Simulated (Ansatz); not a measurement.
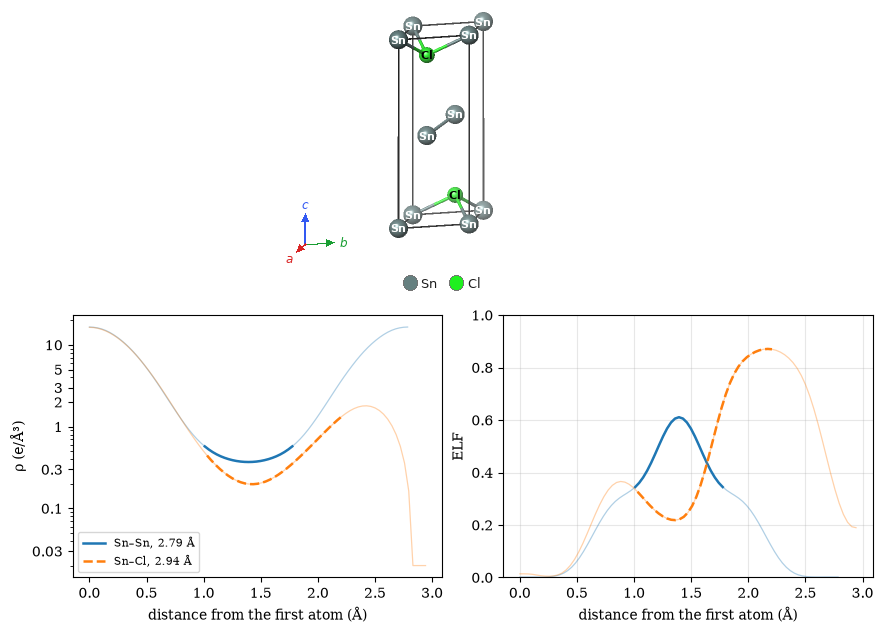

Figure 1: Sn3Cl2. Valence pseudo-density and electron localisation function along straight lines between neighbouring atoms. Thin, pale parts lie inside the atomic spheres. The structure is drawn too.

Space group P-3m1; started from the A-type sesquioxide_164 prototype, which need not be the ambient phase.

Method: DFT PBE, scalar-relativistic, plane waves, PAW (Ansatz).

In a PAW calculation such maps are meaningful between the atoms, not at the nuclei.

```yaml
crystal:
  lattice:
    - [4.54701, 0.00000, 0.00000]
    - [-2.27350, 3.93783, 0.00000]
    - [0.00000, 0.00000, 11.69929]
  atoms:
    - { symbol: Sn, position: [0.00000, 0.00000, 0.00000] }
    - { symbol: Sn, position: [0.33333, 0.66667, 0.53979] }
    - { symbol: Sn, position: [0.66667, 0.33333, 0.46021] }
    - { symbol: Cl, position: [0.33333, 0.66667, 0.11357] }
    - { symbol: Cl, position: [0.66667, 0.33333, 0.88643] }
```

### What can be read from the curves?

Sn–Sn (2.79 Å): ρ at the midpoint is about 0.37 e/Å³; the ELF peaks at about 0.60 between the atoms.
Sn–Cl (2.94 Å): ρ at the midpoint is about 0.2 e/Å³; the ELF peaks at about 0.85 in the valence shell of Cl, 0.8 Å from its nucleus, and drops to about 0.20 between the two atoms; no shared electron pair shows on this line.
